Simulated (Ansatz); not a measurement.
Convergence study of the plane-wave cutoff for VIr3 (P4mm, 4 atoms in the cell)

```xyz
4
Lattice="3.7977 0.0000 0.0000 0.0000 3.7977 0.0000 0.0000 0.0000 3.7977" Properties=species:S:1:pos:R:3 pbc="T T T"
V      0.0000     0.0000     0.0500
Ir     1.8989     1.8989     0.0000
Ir     0.0000     1.8989     1.8989
Ir     1.8989     0.0000     1.8989
```

Method: LDA (PW92), default PAW files made with PBE (plane waves; Ansatz, a quantum-chemistry and plane-wave program).

Base settings: basis.ecutwfc = 420 eV; kpoints.mp_grid.grid = 9 9 9; hamiltonian.xc = lda; hamiltonian.pseudopotentials = {kind: paw} (the program's default PAW files); scf.occupations.method = gaussian; scf.occupations.width = 0.1 eV.

The second cell is the first with its lattice scaled by 0.98.

The mesh stays at the base's, so the ladder's end is converged at best in this setting alone.

The first pressure column holds Ansatz's estimate of the finite-basis (Pulay) stress, which hides part of the cutoff error; the other is without it.

Only quantities that move along the ladder and can be compared are tabulated.

The count of work is k-points × plane waves × bands × iterations; it is no time. 

The starting cell comes from a database of computed structures (which also holds hypothetical and non-ambient phases and stackings), without a prior relaxation at this level. Its lattice was rescaled by up to half a per cent. One atom was moved a little off its site on purpose. Spin polarisation is off. In the base run, with a pressure of about -7 GPa the cell is away from its equilibrium volume at this level.

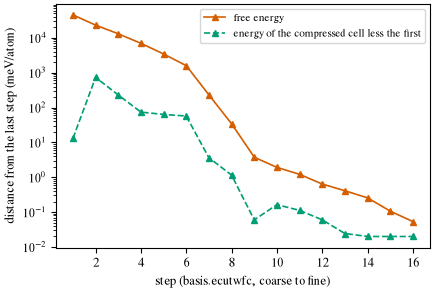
Fig. 1. Distance from the last step along the ladder; very small values are drawn at a floor.

| basis.ecutwfc | free energy less the last step's (meV/atom) | energy of the compressed cell less the first (meV/atom) | pressure (GPa) | pressure without the Pulay estimate (GPa) | largest difference of a force vector from the last step's (eV/Å) | count of work / last |
|---|---|---|---|---|---|---|
| 145 eV | 45450.18 | 34.10 | -106.46 | -1542.12 | 0.770 | 0.067 |
| 170 eV | 23123.14 | -711.60 | -113.28 | -958.33 | 2.201 | 0.084 |
| 190 eV | 13027.74 | -208.14 | -47.73 | -624.85 | 1.174 | 0.11 |
| 210 eV | 6957.70 | -52.81 | -9.16 | -384.62 | 0.385 | 0.11 |
| 230 eV | 3435.30 | 84.51 | 7.77 | -221.67 | 0.070 | 0.13 |
| 250 eV | 1589.39 | 78.05 | 1.60 | -122.47 | 0.154 | 0.12 |
| 295 eV | 230.07 | 24.70 | -7.37 | -31.29 | 0.041 | 0.14 |
| 335 eV | 34.35 | 19.92 | -7.27 | -11.90 | 0.004 | 0.19 |
| 380 eV | 3.76 | 21.14 | -6.98 | -7.36 | 0.000 | 0.24 |
| 420 eV | 1.92 | 21.24 | -6.96 | -7.02 | 0.000 | 0.27 |
| 460 eV | 1.21 | 21.19 | -6.97 | -7.03 | 0.000 | 0.32 |
| 505 eV | 0.64 | 21.14 | -6.98 | -7.01 | 0.000 | 0.35 |
| 565 eV | 0.41 | 21.10 | -6.98 | -6.99 | 0.000 | 0.45 |
| 630 eV | 0.26 | 21.08 | -6.99 | -7.00 | 0.000 | 0.49 |
| 735 eV | 0.11 | 21.08 | -6.99 | -6.99 | 0.000 | 0.64 |
| 840 eV | 0.05 | 21.08 | -6.99 | -6.99 | 0.000 | 0.76 |
| 1010 eV | 0.00 | 21.08 | -6.99 | -6.99 | 0.000 | 1.0 |

Coarsest basis.ecutwfc that holds the pressure within 0.05 GPa of the last step, with all finer ones: 380 eV, at 0.24 of the last step's count of work; the step before is off by 0.28 GPa.

Coarsest basis.ecutwfc that holds the energy of the compressed cell less the first within 1 meV/atom of the last step, with all finer ones: 380 eV, at 0.24 of the last step's count of work; the step before is off by 1.2 meV/atom.

Coarsest basis.ecutwfc that holds the forces within 0.02 eV/Å of the last step, with all finer ones: 335 eV, at 0.19 of the last step's count of work; the step before is off by 0.041 eV/Å.

The energy difference between the two cells stays within 1 meV/atom of the last step's from 380 eV on, the total only from 505 eV on: much of the error is common to both cells and cancels.

At the lowest cutoff the pressure without the Pulay estimate lies 1540 GPa under the last step's, the usual sign of Pulay stress in an incomplete plane-wave basis.

Keys are those of Ansatz 0.2.
